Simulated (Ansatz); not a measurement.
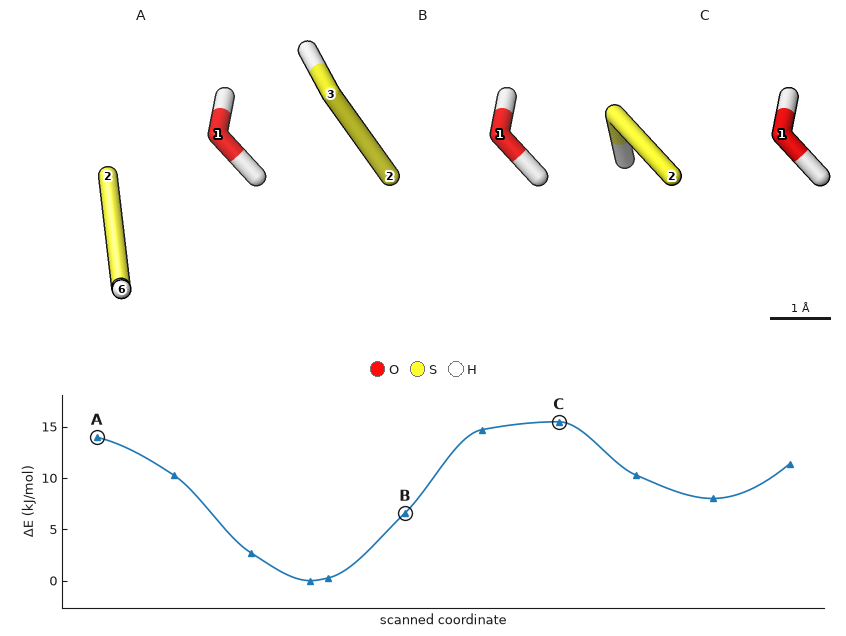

A scan of H3S2O (charge +1) along one coordinate. The picture is a stick view, seen at a tilt.

Computed with Ansatz: CCSD(T), basis def2-TZVPP, on geometries moved rigidly from the minimum at PBE0-D4/def2-TZVP. Coupled cluster with a frozen core. Energies are counted from the PBE0-D4/def2-TZVP minimum geometry at the same level.

**What is being scanned?**

One H–O–S–S dihedral angle is varied, with the rest of the molecule carried along rigidly. In the frames the dihedral is 13.1° (A), 157.1° (B), 229.1° (C). The lowest computed point lies at the dihedral 113.0° (0.0 kJ/mol). Further local minima among the points: 301.1° (8.0 kJ/mol). A local maximum lies at 229.1° (15.5 kJ/mol). The highest point, at 229.1°, lies 15.5 kJ/mol above the lowest and gives an upper estimate of the barrier to rotation, since the rotor is rigid.
